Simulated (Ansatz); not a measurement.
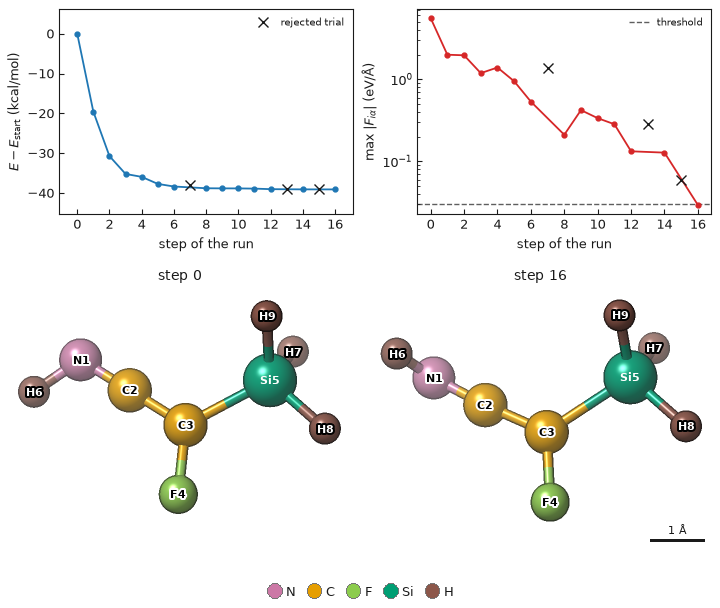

First and last geometry of a relaxation of C2H4FNSi (coarse preliminary run), with the history of the run. The picture is a ball-and-stick view, seen at a tilt.

The start comes from a force field.

These are results of RKS PBE-D4/def2-SVP (Ansatz 0.2.0), not measurements. Set-up: force threshold 0.03 eV/Å; at most 200 steps.

**What do the curves and the structures tell?**

It converged. The atom that moves furthest after the best rigid fit is H6 (0.79 Å). By element the largest moves are H 0.79 Å, N 0.44 Å, C 0.31 Å, F 0.27 Å, Si 0.06 Å. Among the contacts that change: C3–Si5 1.800 → 1.889 Å, N1–C2 1.167 → 1.237 Å, Si5–H8 1.447 → 1.501 Å, C3–F4 1.329 → 1.370 Å. Bond angles that change, for instance: N1–C2–C3 178.0° → 170.9°, F4–C3–Si5 122.8° → 117.3°, C2–N1–H6 111.0° → 115.6°. Over 13 accepted moves (16 points after the start) the energy falls by 39.1 kcal/mol. The largest force component goes from 5.6 to 0.029 eV/Å. The line search rejected the trial steps at points 7, 13, 15 of the run. Cost: 31 s on 2 threads of Arm Neoverse V1 (shared host).
